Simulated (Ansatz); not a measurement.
The relaxed structure here is a generated cell of CeO2: the first start was made by placing the elements on the sites of a structure type, and the end was not matched to a known phase here, so it may be hypothetical. Known forms of CeO2 include space group No. 225.

The end point of a relaxation of CeO2. Space group P-31m (No. 162), AFLOW prototype AB2_hP9_162_ad_k (as in V2N). Level of theory: PBE (plane waves to 420 eV, PAW, scalar-relativistic; Ansatz, a program for electronic structure).

```cif
data_Ce3O6
_chemical_formula_sum 'O6 Ce3'
_space_group_name_H-M_alt 'P-31m'
_space_group_IT_number 162
_space_group_name_Hall '-P 3 2'
_cell_length_a 5.94960
_cell_length_b 5.94960
_cell_length_c 4.62366
_cell_angle_alpha 90.000
_cell_angle_beta 90.000
_cell_angle_gamma 120.000
loop_
_atom_site_label
_atom_site_type_symbol
_atom_site_symmetry_multiplicity
_atom_site_Wyckoff_symbol
_atom_site_fract_x
_atom_site_fract_y
_atom_site_fract_z
_atom_site_occupancy
O1 O 6 k 0.33181 0.33181 0.26290 1
Ce1 Ce 1 a 0.00000 0.00000 0.00000 1
Ce2 Ce 2 d 0.33333 0.66667 0.50000 1
```

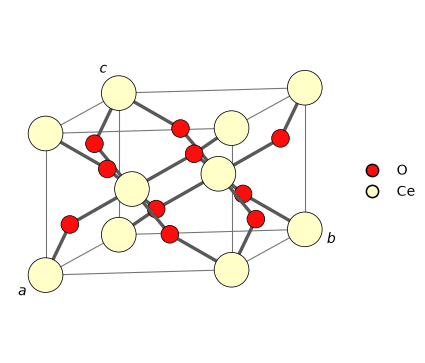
The conventional cell of the relaxed structure

| Item | Value |
|---|---|
| Volume per atom | 15.75 Å³ |
| Band gap | 1.32 eV, direct within 0.03 eV (at Γ) (no spin-orbit coupling) |
| Smallest direct gap | 1.33 eV at Γ |
| Magnetic moment | zero (the starting moments vanished) |
| Shortest distances | Ce–O 2.27 Å; O–O 2.95 Å; Ce–Ce 3.44 Å |
| k-mesh | 7×7×7 |

Band energies at high-symmetry points (eV from the VBM; labels of this space group; no spin-orbit coupling), from −5 eV up to 6.1 eV:

```
point                                                                                                                                                                                                                                       energies
-----  ---------------------------------------------------------------------------------------------------------------------------------------------------------------------------------------------------------------------------------------------
Γ            -3.44 -3.34 -3.34 -2.29 -2.12 -2.07 -2.07 -1.86 -1.86 -1.51 -1.51 -1.40 -1.23 -1.23 -0.81 -0.81 -0.55 0.00 1.33 1.50 1.50 1.55 1.57 1.57 1.62 1.75 1.80 1.80 1.84 1.91 1.91 1.93 2.02 2.02 2.04 2.47 2.78 2.78 2.95 4.64 5.31 5.69 5.69
M      -3.21 -2.92 -2.69 -2.63 -2.41 -2.40 -2.37 -2.03 -2.02 -1.78 -1.75 -1.35 -1.12 -0.93 -0.85 -0.82 -0.60 -0.36 1.34 1.47 1.50 1.51 1.62 1.66 1.68 1.69 1.79 1.79 1.80 1.85 2.01 2.08 2.09 2.19 2.20 2.30 2.46 2.52 2.58 4.67 5.35 5.73 5.79 5.93
K                -3.04 -3.04 -2.88 -2.45 -2.45 -2.40 -2.35 -2.15 -2.15 -1.50 -1.44 -1.44 -1.23 -1.23 -1.07 -0.54 -0.54 -0.44 1.34 1.48 1.48 1.52 1.63 1.63 1.68 1.74 1.74 1.81 1.90 1.90 1.93 1.93 2.02 2.15 2.35 2.35 2.43 2.55 2.55 4.82 5.13 5.13
A                               -3.22 -3.22 -2.73 -2.73 -2.37 -2.34 -2.31 -2.31 -1.50 -1.40 -1.31 -1.31 -1.05 -1.05 -0.77 -0.77 -0.63 -0.63 1.32 1.44 1.44 1.49 1.58 1.62 1.65 1.65 1.80 1.84 1.84 1.92 1.92 2.06 2.06 2.07 2.23 2.36 2.43 2.43 2.57
L                -3.26 -3.06 -2.98 -2.75 -2.47 -2.45 -1.99 -1.80 -1.79 -1.58 -1.35 -1.18 -1.12 -1.02 -0.81 -0.72 -0.72 -0.69 1.32 1.41 1.48 1.50 1.65 1.68 1.70 1.72 1.78 1.81 1.84 1.87 1.93 1.96 2.01 2.19 2.35 2.46 2.49 2.55 2.80 5.49 5.83 5.96
H                -3.16 -2.89 -2.89 -2.70 -2.70 -2.69 -2.17 -1.61 -1.61 -1.56 -1.56 -1.10 -1.01 -1.01 -0.83 -0.83 -0.77 -0.64 1.32 1.44 1.44 1.51 1.67 1.67 1.70 1.74 1.74 1.81 1.81 1.82 1.93 2.04 2.04 2.38 2.38 2.38 2.42 2.64 2.64 5.60 5.91 5.91
H2               -3.16 -2.89 -2.89 -2.70 -2.70 -2.69 -2.17 -1.61 -1.61 -1.56 -1.56 -1.10 -1.01 -1.01 -0.83 -0.83 -0.77 -0.64 1.32 1.44 1.44 1.51 1.67 1.67 1.70 1.74 1.74 1.81 1.81 1.82 1.93 2.04 2.04 2.38 2.38 2.38 2.42 2.64 2.64 5.60 5.91 5.91
```

No spin polarisation in the result: the starting moments vanished. The d or f electrons are treated with no Hubbard U. The f-shell occupation is the one the SCF fell into and was not checked against other states.

The run could not lose the symmetry of its start, so the end can be a saddle point.
